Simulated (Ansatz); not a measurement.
We consider C11b WSi2, described by RPBE (Ansatz, a program for electronic structure, PAW).

Settings: plane-wave cutoff 520 eV, 24×24×24 k mesh, Fermi–Dirac smearing 0.05 eV, no spin polarisation, scalar-relativistic PAW data made under PBE.

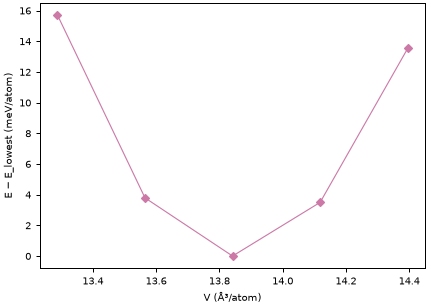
Figure. Total energy against volume

### Question
From the curve, estimate the equilibrium volume and the bulk modulus.

### Answer
V0 ≈ 13.8 Å³/atom and B0 ≈ 210 GPa; the fit gives V0 = 13.842 Å³/atom, B0 = 211 GPa, B′ = 4.4.

Shape and atoms are relaxed at each volume.

Note: the bulk modulus comes from volumes at which shape and atoms were relaxed.

Spin–orbit coupling is not included.

Computed values are for the static lattice.
